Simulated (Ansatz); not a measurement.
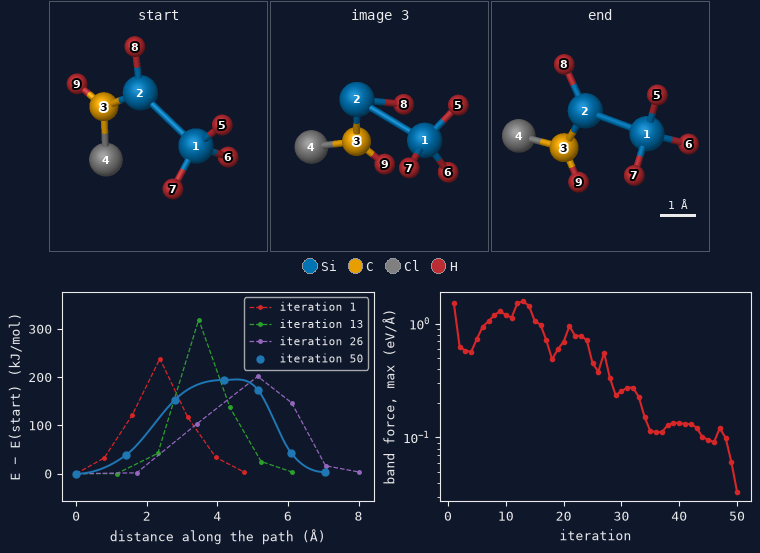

A search for the minimum-energy path of CH5ClSi2 by the nudged elastic band. Images are numbered from 0 (start) to 6 (end). The plot follows the band through its iterations. The picture is a ball-and-stick view, seen from a free direction.

Computed with Ansatz, RKS BHLYP/def2-SVP.

Input file:
```yaml
crystal:
  periodic: [false, false, false]
  atoms:
    - { symbol: Si, position_ang: [-0.229693, 0.630761, -1.483681] }
    - { symbol: Si, position_ang: [0.820956, -0.330863, 0.360957] }
    - { symbol: C, position_ang: [-0.079325, -0.675076, 1.781605] }
    - { symbol: Cl, position_ang: [-1.776341, -0.338859, 1.928667] }
    - { symbol: H, position_ang: [0.776147, 0.814756, -2.555804] }
    - { symbol: H, position_ang: [-0.797822, 1.944894, -1.110802] }
    - { symbol: H, position_ang: [-1.308708, -0.257939, -1.968141] }
    - { symbol: H, position_ang: [2.256996, -0.666515, 0.367991] }
    - { symbol: H, position_ang: [0.33778, -1.121158, 2.679197] }
basis:
  gaussian: { orbitals: def2-SVP }
hamiltonian:
  xc: { name: BHLYP }
neb:
  order_check: false
  images: 5
  f_tol: 0.05
  max_iterations: 60
  initial_path: linear
  final_atoms:
    - { symbol: Si, position_ang: [-0.18156534, 0.65084734, -1.56362853] }
    - { symbol: Si, position_ang: [0.68718019, -0.30667463, 0.37872392] }
    - { symbol: C, position_ang: [-0.32992861, -0.59712205, 1.7310745] }
    - { symbol: Cl, position_ang: [0.16081966, -1.29727171, 3.23643564] }
    - { symbol: H, position_ang: [0.92217319, 0.77667164, -2.54346623] }
    - { symbol: H, position_ang: [-0.73881898, 1.99242537, -1.2775364] }
    - { symbol: H, position_ang: [-1.24759656, -0.20467511, -2.13271894] }
    - { symbol: H, position_ang: [2.11439555, -0.66747425, 0.45258093] }
    - { symbol: H, position_ang: [-1.38666909, -0.34672559, 1.71852411] }
```

Command:
```bash
ansatz run input.yaml --threads 2 --pin off --max-ram 3072MiB --backend cpu --events-out ev --progress --plain --runs-dir out
```

Q: How did the profile develop, and is the result final?

A: The run is converged, with reservations. The band converged in 50 iterations. The largest component of the band force went from 1.5 to 0.033 eV/Å. The climbing image converged on the top of the path. Its curvatures weren't checked. The straight starting path can push atoms close together and costs iterations. The first iteration put the highest image at 238.6 kJ/mol. The highest point, image 3, lies 194.3 kJ/mol above the start and 191.0 kJ/mol above the end; the end is at +3.4 kJ/mol relative to the start.
